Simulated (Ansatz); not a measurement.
The calculation's input:

```
crystal:
  periodic: [false, false, false]
  atoms:
    - { symbol: Al, position_ang: [0.080292, 0.601602, -0.280084] }
    - { symbol: O, position_ang: [-0.183039, -0.270861, 2.540164] }
    - { symbol: H, position_ang: [-1.082024, -0.574501, 2.735742] }
    - { symbol: H, position_ang: [1.515563, 0.04904, -0.632517] }
    - { symbol: H, position_ang: [-1.299162, 0.018407, -0.783536] }
    - { symbol: S, position_ang: [-0.091348, 2.578206, 0.784005] }
    - { symbol: H, position_ang: [1.243025, 2.755822, 0.935068] }
    - { symbol: H, position_ang: [-0.251206, 0.714384, 2.592058] }
basis:
  gaussian: { orbitals: def2-SVP }
hamiltonian:
  xc: b3lyp
relax:
  f_tol: 0.03
  max_steps: 50
output:
  orbitals: {}
```

Launched as:

```sh
ansatz run input.yaml --threads 1 --pin off --max-ram 2048MiB --backend cpu --events-out ev --progress --plain --runs-dir out
```

The fields are those of the run's last geometry, not of the input's.

Computed with RKS B3LYP/def2-SVP in Ansatz.

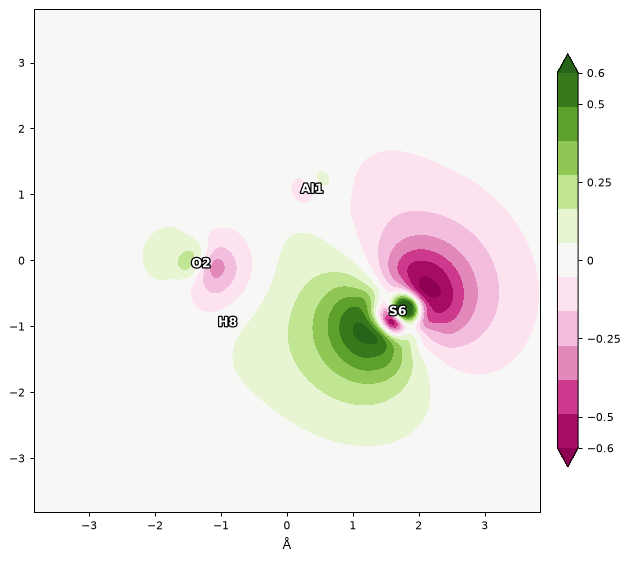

AlH₅OS. One frontier orbital on the plane of atoms O2, Al1 and S6 (values in Å⁻³ᐟ²; the overall sign is arbitrary).

**Which orbital is it: HOMO or LUMO?**

The HOMO, at −6.78 eV. Its weight (Hirshfeld) is mainly on S6 (about 85 %); largely a lone pair of S6.
